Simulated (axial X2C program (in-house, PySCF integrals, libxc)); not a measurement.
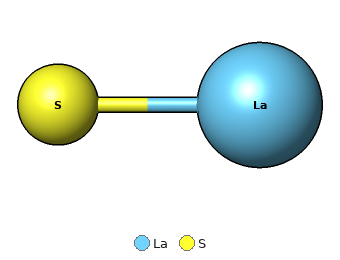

Figure 1. The molecule at the reference distance of 2.415 Å.

## LaS: relativistic diatomic calculation

- system: LaS. The reference is closed-shell LaS⁻; the roots are the vertical energies to take an electron from it, which leaves states of LaS. The distance is the PBE0 minimum at charge −1.
- method: EOM-IP-CCSD, two-component X2C with atomic mean-field Coulomb and Gaunt terms, La dyall-cv3z, S dyall-av3z (cores contracted) (axial X2C program (in-house, PySCF integrals, libxc))

## Key numbers

- outcome: converged
- HF energy of the reference LaS⁻: −8884.59417 hartree
- MP2 energy of the reference LaS⁻: −8885.05595 hartree
- CCSD energy of the reference LaS⁻ (with the MP2 share of the virtual spinors left out of the coupled-cluster step): −8885.07644 hartree
- CCSD(T) energy of the reference LaS⁻: −8885.09873 hartree
- T1 diagnostic (spinor form; for a closed shell √2 times the usual value): 0.040
- hardware: 1 thread of Intel Xeon (Sapphire Rapids), 64 GiB of memory available, shared host
- wall time: 15 s
- peak memory: 1.1 GiB

## Input file
```
{"zs": [57, 16], "q": 0, "bas": ["dyall-cv3z", "dyall-av3z"], "r0": 2.33, "eom": "ip", "rq": -1, "thr": -2.0, "nmax": 95, "grid": [1, 0.96, 1.045, 0.92, 1.09, 1.15]}
```

The line is the task of a batch: nuclear charges, charge, bases, a first guess of the distance and further settings. This report covers the levels named above. The log is that of the reference distance 2.415 Å.

Launched within a batch (the task file carries these settings):
```bash
python <driver script> task.json out
```

## The program's output
```
two-component X2C + atomic mean field  HF
basis functions 215  fitting functions 1045  grid points 5081
iter        total energy     max residual
   1      -8884.564534813     5.05e-01
   2      -8884.591741834     6.29e-03
   3      -8884.593163828     3.75e-03
   4      -8884.594039235     1.03e-03
   5      -8884.594133087     4.32e-04
   6      -8884.594159783     2.33e-04
   7      -8884.594168974     1.33e-04
   8      -8884.594171248     5.43e-05
   9      -8884.594171713     1.56e-05
  10      -8884.594171847     7.55e-06
  11      -8884.594171888     4.18e-06
  12      -8884.594171899     2.16e-06
  13      -8884.594171903     9.07e-07
  14      -8884.594171903     4.57e-07
converged
one-electron -12526.22622957  Coulomb 3675.28331345  exact exchange -227.82706437  xc functional 0.00000000  nuclear repulsion 199.83835046  atomic mean-field constant -5.66254188
correlated 18  virtual 308  natural virtual 84  E(MP2) -0.461779960  MP2 remainder -0.053270989
iter   CCSD correlation   residual
   1     -0.412332948   2.12e-01
   2     -0.425020907   1.01e-01
   3     -0.429320813   4.42e-02
   4     -0.429022499   1.26e-02
   5     -0.428948101   5.33e-03
   6     -0.428978522   2.44e-03
   7     -0.428994828   1.17e-03
   8     -0.429004532   5.29e-04
   9     -0.429000893   3.10e-04
  10     -0.429000752   1.81e-04
  11     -0.428997818   1.08e-04
  12     -0.428998518   5.87e-05
  13     -0.428998350   3.12e-05
  14     -0.428998403   1.51e-05
  15     -0.428998474   6.33e-06
  16     -0.428998463   2.69e-06
(T) -0.022288509318313155  T1 0.0403  D1 0.0981  max T2 0.168
EOM-IP-CCSD roots
2*Omega      energy/Eh   energy/eV  one-particle weight
    1       0.05536433      1.5065      0.965
    1       0.13303567      3.6201      0.000
    1       0.15148368      4.1221      0.264
    1       0.15499731      4.2177      0.895
    3       0.11932283      3.2469      0.000
    3       0.13758453      3.7439      0.001
    3       0.15289381      4.1605      0.896
    5       0.12117626      3.2974      0.000
```

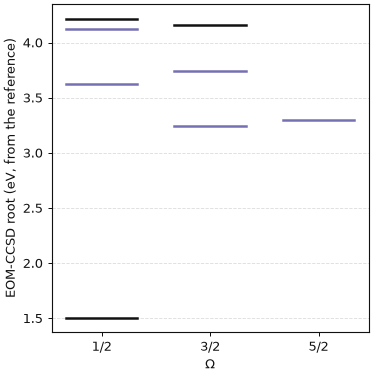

Figure 2. EOM-CCSD roots by Ω at 2.42 Å; roots whose one-particle weight is under 0.8 have the second colour. The lowest has Ω = 1/2 and lies at 1.507 eV, with one-particle weight 0.96. 5 of the 8 roots are less well described at this level.
